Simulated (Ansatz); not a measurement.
## Electronic structure of ClH$_{8}$NSi$_{3}$···HF in real space

| atom | x (Å) | y (Å) | z (Å) |
| --- | --- | --- | --- |
| Si | 0.5213 | 1.4950 | 0.2661 |
| Cl | 2.5824 | 1.1398 | 0.3179 |
| N | -0.3422 | 0.1324 | -0.2849 |
| Si | -1.1379 | -1.0126 | 0.7786 |
| Si | -0.4398 | -0.1784 | -2.0024 |
| H | 2.1869 | -0.3672 | 1.8535 |
| F | 1.6527 | -0.8925 | 2.4079 |
| H | 0.1377 | 1.8421 | 1.6481 |
| H | 0.3839 | 2.6262 | -0.6761 |
| H | -1.3096 | -0.3916 | 2.1114 |
| H | -0.3850 | -2.2849 | 0.8698 |
| H | -2.4688 | -1.3032 | 0.1775 |
| H | -0.2636 | -1.6330 | -2.2452 |
| H | 0.6392 | 0.5867 | -2.6772 |
| H | -1.7573 | 0.2412 | -2.5449 |

The reactant side of a reaction path; geometry: PBE0-D4/def2-TZVP; a saddle point, not a minimum.

Computed with Ansatz, RKS PBE0-D4/def2-TZVPP.

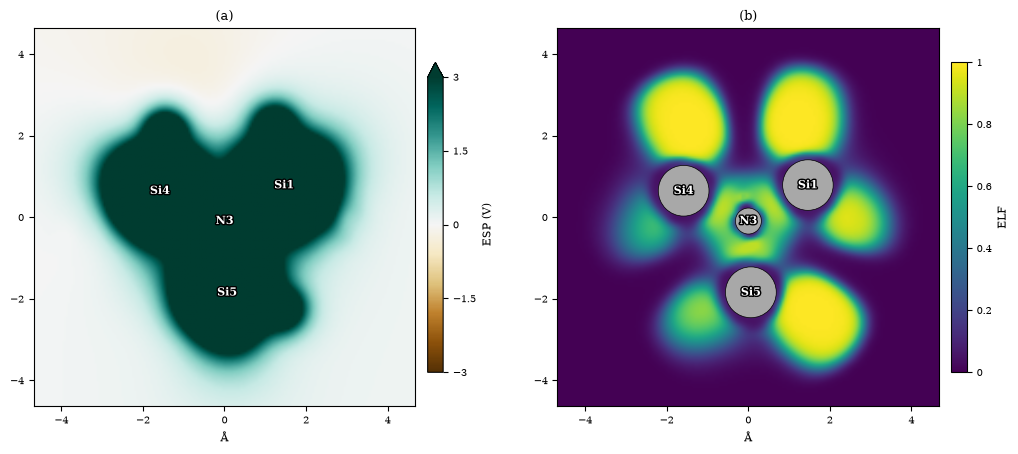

Figure 1. (a) electrostatic potential; (b) ELF on the plane of atoms Si4, N3 and Si5. Grey discs cover the atomic cores in the ELF map.

Describe what can be read from this map.

Answer. Atoms in the plane: Si and N.
Si–N (1.70 Å): the ELF peaks at about 0.90 between the atoms, as expected for a shared but strongly polarised pair.
Si–N (1.75 Å): the ELF peaks at about 0.90 between the atoms, as expected for a polar covalent bond.
The potential has no marked negative region in this plane.

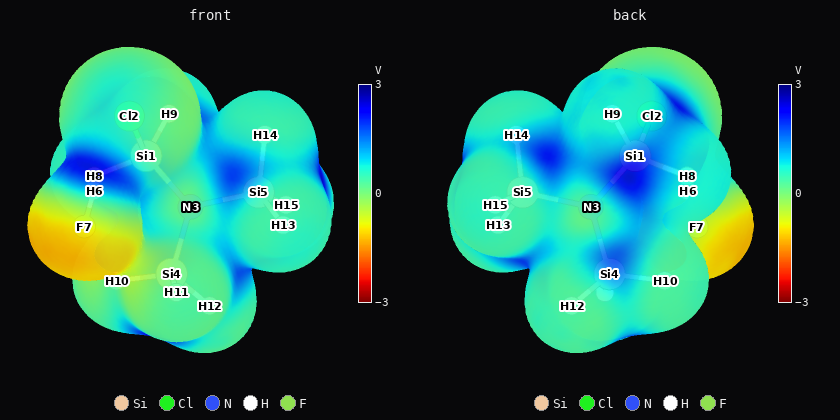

Figure 2. The molecular electrostatic potential painted on the density surface at 0.004 e/bohr³, seen from the front and from behind; the colour scale runs from red (negative) to blue (positive).

Where is the surface potential most negative and most positive?

Answer. The most negative region (about −1.3 V) lies over F7, the most positive (about +2.4 V) over Si1, Si4, Si5 and H6.

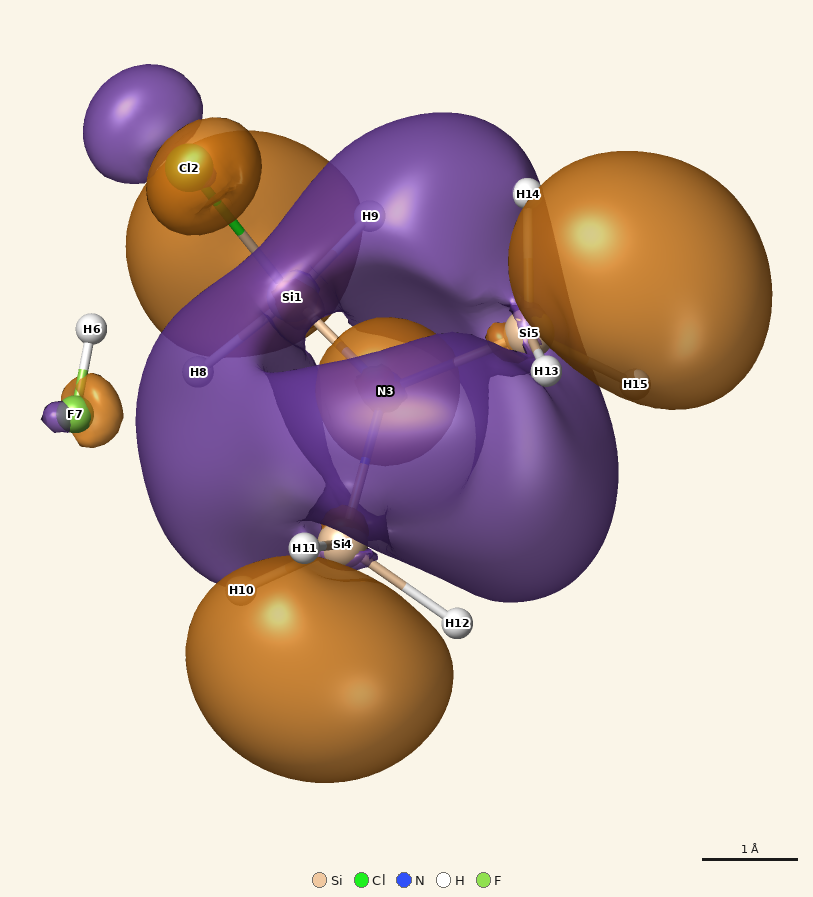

Figure 3. The LUMO at ±0.06 Å⁻³ᐟ² (orange and purple are the two phases), seen at a tilt.

What is the character of this orbital?

Answer. It lies mainly on Si5 (about 25 %), Si4 (about 20 %), Si1 (about 15 %) and N3 (about 10 %). Its energy is −0.49 eV.
